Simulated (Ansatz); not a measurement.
| atom | x (Å) | y (Å) | z (Å) |
| --- | --- | --- | --- |
| B | -0.2602 | 0.3407 | -0.8657 |
| F | 0.8338 | 0.9453 | -0.2875 |
| H | -0.0377 | -0.6024 | -1.5902 |
| H | -1.3390 | 0.8363 | -0.6324 |
| H | 0.8147 | -0.2751 | 1.5214 |
| Cl | -0.0116 | -1.2448 | 1.8546 |

Not at a stationary point (largest force 1.0 eV/Å).

Level of theory: UKS PBE-D4/def2-SVPD in Ansatz.

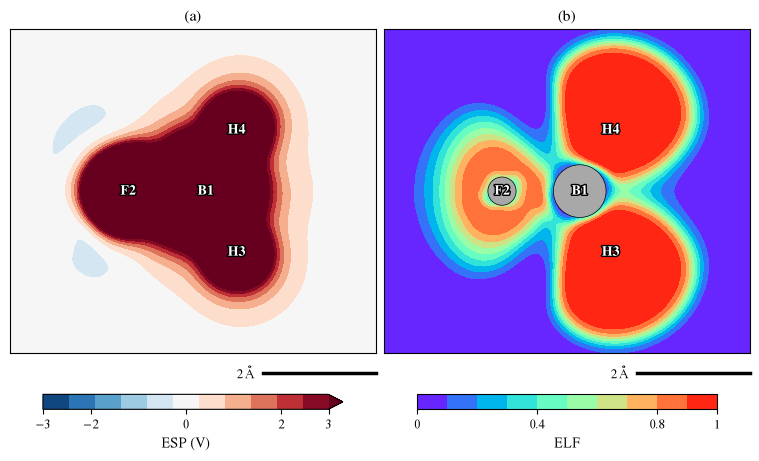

BFH₂···HCl. (a) electrostatic potential; (b) electron localisation function on the plane of atoms H3, B1 and H4. Grey discs cover the atomic cores in the ELF map.

Question: Read the bonding off the picture.

Answer:
- The plane passes through B, F and H nuclei.
- F2···H3 (2.20 Å): the ELF climbs to about 1 towards the hydrogen, as it does in any bond to H.
- B–F (1.38 Å): the ELF peaks at about 0.85 between the atoms (a shared but strongly polarised pair).
- B–H (1.21 Å): the ELF climbs to about 1 towards the hydrogen (a covalent bond by its length).
- The ELF also peaks beside F2, away from the bonds: lone-pair regions.
- Outside the dense part of the complex the potential is most negative (−0.4 V) near F2.
